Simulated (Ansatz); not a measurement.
# Ni: the cost of one run

Method: DFT PBE, PAW, plane waves, scalar-relativistic, in Ansatz 0.2.0.

The COD entry's cell or inner coordinates are ideal or old and differ from later refinements, so a difference from it is no clean test against experiment.

## 1. Starting point

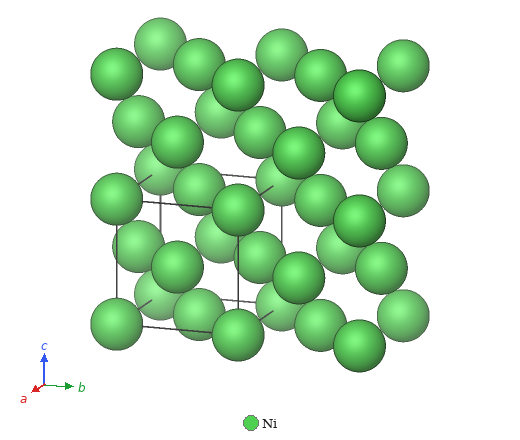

Start, viewed slightly off an axis; nickel green. 1×2×2 cells are drawn. Atoms on the faces are drawn again on the opposite ones. The cell drawn here is the conventional one.

As a file:

```
CELL_PARAMETERS angstrom
-1.75850 -3.51700 -1.75850
-1.75850 0.00000 -1.75850
1.75850 0.00000 -1.75850
ATOMIC_POSITIONS crystal
Ni 0.00000 0.00000 0.00000
Ni 0.50000 0.00000 0.50000
```

Labels such as Ni2 number the atoms in the order of the input file.

Planned first: parallel moments, plain SCF; opposed moments +-, plain SCF; no spin polarisation; spin on, no moments given (the program may seed its own), plain SCF. What is tried next depends on their ends.

A plain SCF has the search for lower states switched off and ends at the first converged state. Ends within 0.2 meV/atom and 0.1 μB count as one state.

Site moments are integrals over atomic spheres and don't add up to the total.

## 2. Parallel moments, plain SCF

The input, input.yaml:

```yaml
crystal:
  lattice:
    - [-1.7585, -3.517, -1.7585]
    - [-1.7585, 0.0, -1.7585]
    - [1.7585, 0.0, -1.7585]
  atoms:
    - { symbol: Ni, position: [0.0, 0.0, 0.0], spin: 2.0 }
    - { symbol: Ni, position: [0.5, 0.0, 0.5], spin: 2.0 }
magnetization:
  spin_polarized: true
hamiltonian:
  xc: pbe
  pseudopotentials: { kind: paw }
basis:
  ecutwfc: 420
kpoints:
  mp_grid: { grid: [7, 11, 9] }
scf:
  occupations: { method: fermi_dirac, width: 0.1 }
  lower_state_search: "off"
output:
  forces: true
  stress: true
```

On the command line:

```sh
> ansatz run input.yaml --threads 2 --pin off --max-ram 5120MiB --backend cpu --events-out ev --progress --plain --runs-dir out
```

**Question.** How long does this run take on 2 threads of Arm Neoverse V1, shared host, and how much memory does it need?

About 8.7 s, with a peak of 0.4 GiB.
